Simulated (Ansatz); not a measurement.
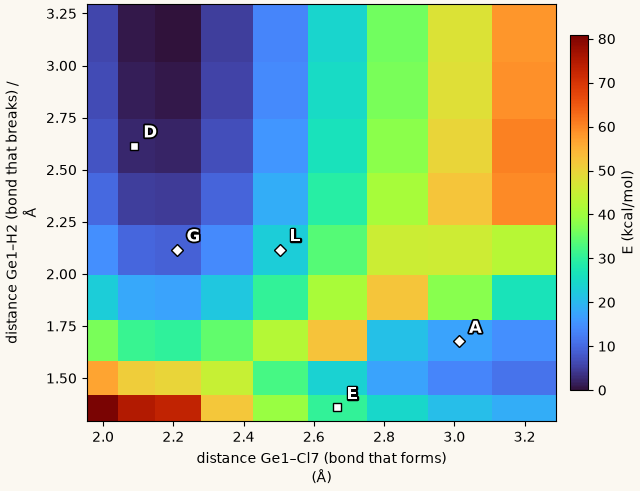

The reacting system ClGeH₅ (fragments GeH₄ + ClH where the first distance is long, ClGeH₃ + H₂ where the second is long). Coordinates scanned: (1) distance Ge1–Cl7 (bond that forms); (2) distance Ge1–H2 (bond that breaks). Relaxed at each point: all other coordinates. The scan uses a 9 × 9 grid. Points are written as (first, second). All energies are given in kcal/mol relative to the lowest grid point. Energies and slopes of some neighbouring points disagree (a jump in structure or state, or too coarse a mesh). The reference is spin-restricted, so regions where a bond is pulled apart into radicals lie too high. Method: RKS r2SCAN0-D4/def2-SVP (Ansatz 0.2.0).

Drawn: one coloured cell a grid point, lettered points.

Is G the lowest point of the computed grid?

No. G lies 9.0 kcal/mol above the lowest grid point, which is at (2.210 Å, 3.159 Å).

Rank the lettered points by energy, lowest first.

D (2.5 kcal/mol), G (9.0 kcal/mol), A (17.1 kcal/mol), L (22.9 kcal/mol), E (30.4 kcal/mol).
